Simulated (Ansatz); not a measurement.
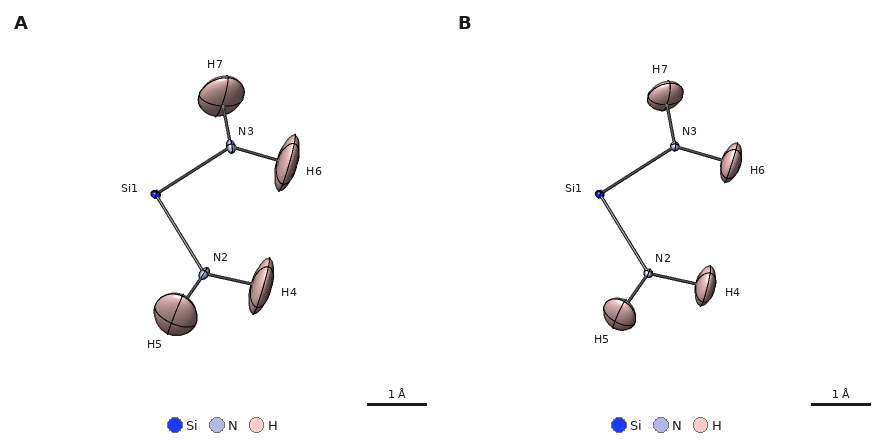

Displacement ellipsoids at the 50 % level, scaled by 1.5, from the internal vibrations of the free molecule (harmonic, no overall translation or rotation; no half-axis is drawn under 0.075 Å). Vibrations computed with RKS PBE0-D4/def2-TZVP (Ansatz 0.2.0). One panel is for 0 K (zero-point motion alone), the other for 600 K.

> Which panel is for 600 K?

A.

> How much does the mean-square displacement of H4 grow, and why?

U_eq goes from 0.0201 to 0.0403 Å², a factor of 2.0. Modes below kT (417 cm⁻¹ at 600 K) grow about in proportion to T, and the lowest lies at 304 cm⁻¹; the mean-square amplitude of a mode is its zero-point value times coth(ħω/2kT), which comes close to 1 only above about 3kT.
